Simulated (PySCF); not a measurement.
**C5H8O2 (SMILES C=C(CC)C(=O)O): levels of theory compared**

We compute a comparison of 6 runs (HF/STO-3G, HF/3-21G, B2PLYP/6-31G*, B3LYP/6-31G*, wB97M-V/6-31G*, SCS-MP2/6-31G*) of C5H8O2. 

The results are computed with PySCF 2.14.0.

1 further run of the same task is left out (set aside as unsound or not needed).

### 1 The system as given

The species is C5H8O2 (15 atoms), meant as a singlet with charge 0. As SMILES, `C=C(CC)C(=O)O`. The shape is that of a GFN2-xTB optimisation. This is one conformer, not always the lowest.

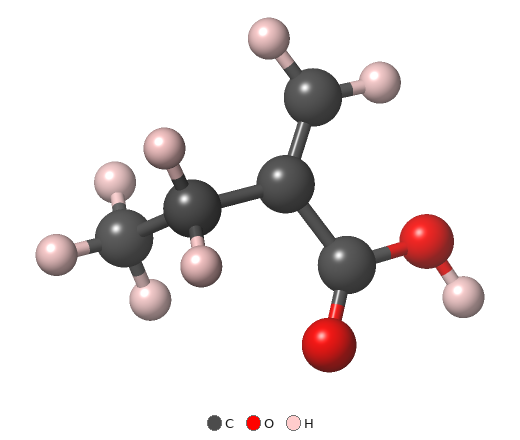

Viewed from a chosen angle; carbon dark grey, oxygen red, hydrogen pink.

### 2 A single-point energy at HF/STO-3G (run 1)

The input, calc.py:

```python
# C=C(CC)C(=O)O
from pyscf import gto

molecule = gto.M(
    atom=[
    ('C', (-0.134000, 0.706220, 1.670200)),
    ('C', (0.012190, 0.496860, 0.365500)),
    ('C', (1.136190, -0.299620, -0.230400)),
    ('C', (0.682570, -1.728950, -0.533190)),
    ('C', (-0.968160, 1.034950, -0.610100)),
    ('O', (-0.860150, 0.951040, -1.808570)),
    ('O', (-2.016790, 1.651160, -0.039600)),
    ('H', (-0.964070, 1.266280, 2.063740)),
    ('H', (0.578690, 0.321670, 2.380690)),
    ('H', (1.450530, 0.175120, -1.161250)),
    ('H', (1.978600, -0.319470, 0.462160)),
    ('H', (-0.132900, -1.718100, -1.251760)),
    ('H', (1.505440, -2.302350, -0.952570)),
    ('H', (0.341540, -2.220660, 0.375520)),
    ('H', (-2.609680, 1.985850, -0.730380)),
],
    basis='sto-3g',
    max_memory=1860,
    verbose=3,
    spin=0,
    charge=0,
)

mf = molecule.RHF()
mf.conv_tol = 1e-10
mf.kernel()
if not mf.converged:
    mf = mf.newton().run(mf.mo_coeff, mf.mo_occ)

e_final = mf.e_tot
print(f'total energy: {e_final:.8f} hartree')
```

Run with:

```console
OMP_NUM_THREADS=1 python calc.py
```

Log:

```text
converged SCF energy = -339.324647852227
total energy: -339.32464785 hartree
```

Wall time 1.9 s (1 thread of Intel Xeon at 2.70GHz, shared host); peak memory 0.12 GiB.

### 3 The energy at HF/3-21G (run 2)

The input, job.py:

```python
from pyscf import gto, scf

system = gto.M(
    atom='''
C     -0.253223     1.334562     3.156221
C      0.023036     0.938929     0.690695
C      2.147088    -0.566200    -0.435393
C      1.289870    -3.267242    -1.007583
C     -1.829557     1.955772    -1.152922
O     -1.625448     1.797205    -3.417702
O     -3.811181     3.120240    -0.074833
H     -1.821828     2.392922     3.899903
H      1.093566     0.607868     4.498852
H      2.741104     0.330929    -2.194444
H      3.739012    -0.603711     0.873356
H     -0.251145    -3.246738    -2.365484
H      2.844869    -4.350811    -1.800096
H      0.645417    -4.196439     0.709630
H     -4.931580     3.752713    -1.380218
''',
    verbose=4,
    unit='bohr',
    basis='3-21g',
    max_memory=1860,
)

mf = scf.RHF(system)
mf.conv_tol = 1e-10
mf.kernel()
if not mf.converged:
    mf = mf.newton().run(mf.mo_coeff, mf.mo_occ)

etot = mf.e_tot
print(f'total energy: {etot:.8f} hartree')
```

Run with:

```console
OMP_NUM_THREADS=1 python job.py
```

Log:

```text
PySCF version 2.14.0

[... 73 lines left out ...]
converged SCF energy = -341.811581214642
total energy: -341.81158121 hartree
```

Wall time 2.5 s (1 thread of Intel Xeon at 2.70GHz, shared host); peak memory 0.14 GiB.

Runs 3 to 5 aren't shown in full; the table further down has their settings and results.

### 4 The energy at SCS-MP2/6-31G(d) (spherical functions) (run 6)

job.py, as its differences from that of step 3:

```diff
@@ -1,4 +1,4 @@
-from pyscf import gto, scf
+from pyscf import gto, mp
 
-system = gto.M(
+mol = gto.M(
     atom='''
@@ -20,9 +20,10 @@
 ''',
-    verbose=4,
+    basis='6-31g*',
+    spin=0,
+    max_memory=1860,
+    verbose=3,
     unit='bohr',
-    basis='3-21g',
-    max_memory=1860,
 )
 
-mf = scf.RHF(system)
+mf = mol.RHF()
 mf.conv_tol = 1e-10
@@ -32,3 +33,4 @@
 
-etot = mf.e_tot
-print(f'total energy: {etot:.8f} hartree')
+pt = mp.MP2(mf, frozen=7).run()
+etot = mf.e_tot + 1.2 * pt.e_corr_os + pt.e_corr_ss / 3
+print('E(%s) = %.9f' % ('SCS-MP2', etot))
```

Run with:

```console
OMP_NUM_THREADS=1 python job.py
```

Log:

```text
converged SCF energy = -343.722962785982
E(RMP2) = -344.703242940382  E_corr = -0.980280154399627
E(SCS-RMP2) = -344.678734841779  E_corr = -0.955772055796861
E(SCS-MP2) = -344.678734842
```

It took 6.9 s on 1 thread of Intel Xeon at 2.70GHz, shared host; peak memory 0.39 GiB.

### 5 Overview of the runs

```tsv
run	level	frozen core orbitals	integration grid	energy (Eh)	dipole moment (D) of the reference	HOMO energy (eV)	LUMO energy (eV)	wall time
1	HF/STO-3G	–	–	-339.324648	0.92	-8.39	6.49	1.9 s
2	HF/3-21G	–	–	-341.811581	1.81	-10.26	3.01	2.5 s
3	B2PLYP/6-31G* (spherical functions)	7	5	-345.415974	1.76	-8.58	0.55	46 s
4	B3LYP/6-31G* (spherical functions)	–	5	-345.785197	1.58	-7.37	-1.11	44 s
5	wB97M-V/6-31G* (spherical functions)	–	5	-345.647527	1.60	-9.84	1.33	5.2 min
6	SCS-MP2/6-31G* (spherical functions)	7	–	-344.678735	2.03	-10.25	3.00	6.9 s
```

### 6 Summary of results

```
                                          quantity          value
                               run 6: total energy  -344.67873 Eh
       run 6: dipole moment (Hartree–Fock density)         2.03 D
        run 6: HOMO energy (Hartree–Fock orbitals)      -10.25 eV
        run 6: LUMO energy (Hartree–Fock orbitals)        3.00 eV
      run 6: HOMO–LUMO gap (Hartree–Fock orbitals)       13.25 eV
run 6: correlation energy (7 core orbitals frozen)     -955.8 mEh
```

In words: Over runs 1, 2, 3, 4, 5 the dipole moment (its size) runs from 0.92 D (HF/STO-3G) to 1.81 D (HF/3-21G). Over runs 1, 2, 3, 4, 5 the HOMO–LUMO gap runs from 6.27 eV (B3LYP/6-31G*) to 14.88 eV (HF/STO-3G). The two ends differ in method and basis. Totals of different functionals can't be ranked against each other. In run 1 the basis is minimal, so the values are rough. All runs together took 6.9 min, the longest 5.2 min.
